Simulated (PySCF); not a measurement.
| atom | x (Å) | y (Å) | z (Å) |
| --- | --- | --- | --- |
| F | 1.5753 | 1.3136 | -0.8527 |
| Si | 1.7000 | 0.5847 | 0.5928 |
| S | 0.4791 | -1.1897 | 0.4773 |
| Si | -1.3930 | -0.3958 | -0.1934 |
| F | -1.8494 | 0.7255 | 0.8632 |
| H | 3.0807 | 0.1563 | 0.6424 |
| H | -1.2563 | 0.3072 | -1.4493 |
| H | -2.3272 | -1.4924 | -0.1051 |

Geometry: GFN2-xTB.

Level of theory: PySCF, UKS B3LYP, pcH-1 on F H S Si, non-relativistic, mean-field spin-orbit, GIAO.

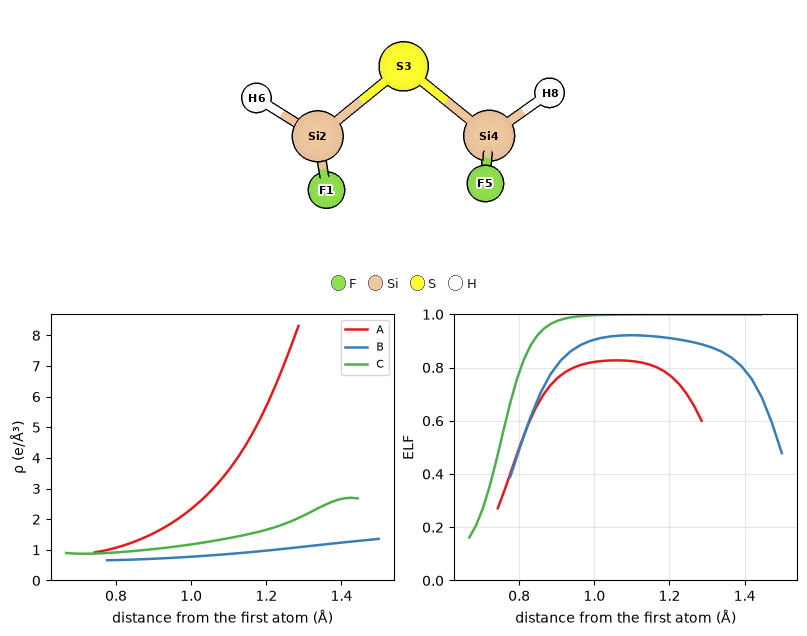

F2H3SSi2 (doublet). Total electron density and electron localisation function along straight lines between neighbouring atoms. The curves leave out the atomic cores. The structure is drawn too.

> Which curve belongs to which contact (Si–F, Si–H and Si–S)? The first atom named is at distance zero.

Curve A: Si–F (1.61 Å): the density is about 1.1 e/Å³ at the midpoint; the ELF peaks at about 0.85 in the valence shell of F, 0.5 Å from its nucleus, and is about 0.50 at the midpoint. Curve B: Si–S (2.14 Å): ρ is about 0.84 e/Å³ halfway; the ELF peaks at about 0.90 between the atoms (localised, covalent bonding). Curve C: Si–H (1.44 Å): ρ at the midpoint is about 0.87 e/Å³; the ELF climbs to about 1 towards the hydrogen, as it does in any bond to H.
